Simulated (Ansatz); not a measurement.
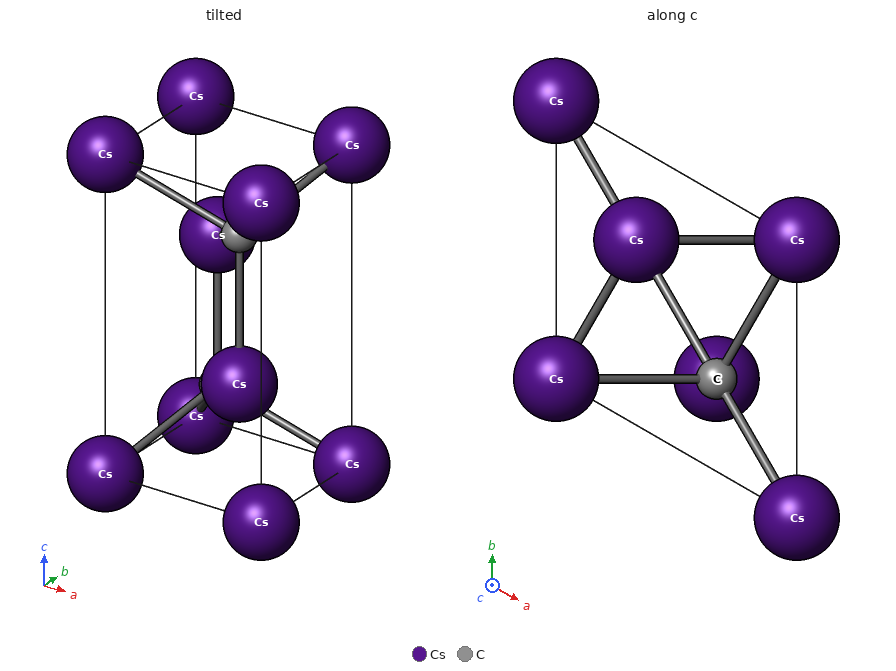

Crystal structure, ball-and-stick style, seen slightly off an axis and along the c axis. The box is the conventional unit cell; atoms on or close to its faces, edges and corners are drawn wherever they repeat.

Cell constants: a = 5.50 Å, b = 5.50 Å, c = 7.27 Å, α = 90.00°, β = 90.00°, γ = 120.00°.

Contacts drawn as bonds: C–Cs up to 4.13 Å (cut-off distances).

The composition is Cs$_{3}$C$_{2}$.

Q: Which of the 230 space groups is it?

A: P-3m1 (No. 164), with Cs on 1a, Cs on 2d and C on 2d.

Q: How do the bonded atoms link up through the crystal?

A: The bonds build a three-dimensional framework.

Origin of the cell: a textbook structure type filled with these elements (whether it is the usual form wasn't checked). It is drawn as it came out of a relaxation with Ansatz, DFT r2SCAN, scalar-relativistic, plane waves, PAW.
